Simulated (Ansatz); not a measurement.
# RPA@PBE0/cc-pVDZ run of BBr2F (dibromofluoroborane)

What is the vertical ionisation energy of BBr2F (dibromofluoroborane) at RPA@PBE0/cc-pVDZ? 

Program for the calculation: Ansatz 0.2.0.

49 further runs of the same task are left out: 49 set aside as unsound or not needed.

**1. The system as given**

BBr2F: 4 atoms, total charge 0, spin state singlet. As SMILES, `FB(Br)Br`. The coordinates come from a PBE0-D4/def2-TZVP relaxation.

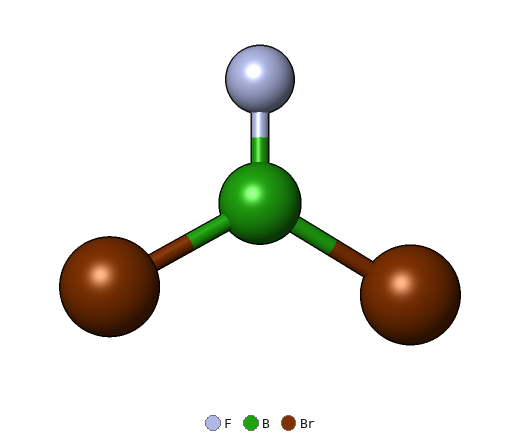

The structure, seen from a chosen angle (fluorine light blue, boron green, bromine brown).

**2. A single-point energy at RPA@PBE0/cc-pVDZ**

Contents of run.yaml:

```yaml
crystal:
  periodic: [false, false, false]
  atoms:
    - {symbol: F, position_ang: [1.316550, 0.465960, 0.364370]}
    - {symbol: B, position_ang: [0.123960, 0.043770, 0.034160]}
    - {symbol: Br, position_ang: [-0.483040, -1.629420, 0.701450]}
    - {symbol: Br, position_ang: [-0.957470, 1.119690, -1.099980]}
basis:
  gaussian:
    orbitals: cc-pVDZ
accuracy: high
magnetization:
  spin_polarized: false
hamiltonian:
  xc: {name: PBE0}
correlation:
  method: rpa
  frozen_orbitals: {B: 1, Br: 9, F: 1}
```

Started as:

```console
$ ansatz run run.yaml --threads 1 --pin off --max-ram 3480MiB --events-out events.jsonl --progress --plain --runs-dir runs
```

What it wrote:

```text
Warning: RAYON_NUM_THREADS=1 ignored (pool sized by the plan → 1); use --threads N
Functional definition: PBE0
  name "PBE0"
  parameter a = 0.25
  parameter kappa = 0.804
  parameter beta = 0.06672455060314922
  exchange = (1 - a)*pbe_x(kappa = kappa, mu = beta*pi^2/3) + a*exact_x
  correlation = pbe_c(beta = beta)
1658 factors; integrals over basis functions are off by at most 4.6e-9 eV
mean field evaluation 1: about -143467.3703 eV, gradient 2.2e1 eV
mean field evaluation 2: about -143467.4618 eV, gradient 2.2e1 eV
mean field evaluation 4: about -143468.2408 eV, gradient 1.8e0 eV
mean field evaluation 8: about -143468.2495 eV, gradient 4.2e-2 eV
mean field evaluation 16: about -143468.2495 eV, gradient 1.9e-6 eV
mean field -143468.24950740 eV, -5272.3609231245 hartree, gradient 9.8e-8 eV, S^2 0.000000; 0 other end points of the search recorded, 0 dependent functions left out
20 core orbitals not correlated: weight in the atoms' cores, before any rotation towards them, 1.000 or more for the frozen orbitals, at most 0.000 for the correlated occupied ones
reference -143377.07781338 eV, -5269.0104251679 hartree; 22, 22 occupied and 40, 40 virtual orbitals, 1658 factors
Total energy: -143396.61715273 eV, -5269.7284826448 hartree
```

Wall time 6.9 s (1 thread of AMD EPYC 9R45 (Zen 5), shared host); peak memory 0.32 GiB.

**3. The doublet cation**

Contents of input.yaml:

```yaml
crystal:
  periodic: [false, false, false]
  atoms:
    - {symbol: F, position_ang: [1.316550, 0.465960, 0.364370]}
    - {symbol: B, position_ang: [0.123960, 0.043770, 0.034160]}
    - {symbol: Br, position_ang: [-0.483040, -1.629420, 0.701450]}
    - {symbol: Br, position_ang: [-0.957470, 1.119690, -1.099980]}
basis:
  gaussian:
    orbitals: cc-pVDZ
hamiltonian:
  xc: {name: PBE0}
correlation:
  method: rpa
  frozen_orbitals: {B: 1, Br: 9, F: 1}
magnetization:
  spin_polarized: true
  initial_magnetization: 1
accuracy: high
total_charge: 1
```

Started as:

```console
$ ansatz run input.yaml --threads 1 --pin off --max-ram 3480MiB --events-out events.jsonl --progress --plain --runs-dir runs
```

What it wrote, shortened:

```text
Warning: RAYON_NUM_THREADS=1 ignored (pool sized by the plan → 1); use --threads N
[... 2 set-up lines as earlier in the session ...]
[...]
1658 factors; integrals over basis functions are off by at most 4.6e-9 eV
[...]
mean field -143457.39685321 eV, -5271.9620954394 hartree, gradient 2.3e-8 eV, S^2 0.754252; 4 other end points of the search recorded, 0 dependent functions left out
20 core orbitals not correlated: weight in the atoms' cores, before any rotation towards them, 1.000 or more for the frozen orbitals, at most 0.000 for the correlated occupied ones
reference -143366.11173462 eV, -5268.6074292063 hartree; 22, 21 occupied and 40, 41 virtual orbitals, 1658 factors
Total energy: -143386.01763699 eV, -5269.3389576258 hartree
```

Run time: 15 s. Hardware: 1 thread of AMD EPYC 9R45 (Zen 5), shared host; peak memory 0.48 GiB.

**4. Results**

Level: RPA@PBE0/cc-pVDZ, 20 core orbitals frozen.

| quantity | value |
| --- | --- |
| singlet BBr2F: total energy | -5269.72848 Eh |
| singlet BBr2F: RPA correlation energy (valence) | -718.1 mEh |
| doublet cation: total energy | -5269.33896 Eh |
| doublet cation: RPA correlation energy (valence) | -731.5 mEh |
| doublet cation: ⟨S²⟩ of the reference determinant | 0.754 |
| vertical ionisation energy (to the doublet cation) | 10.600 eV |

Removing an electron at fixed nuclei costs 10.60 eV (1023 kJ/mol).
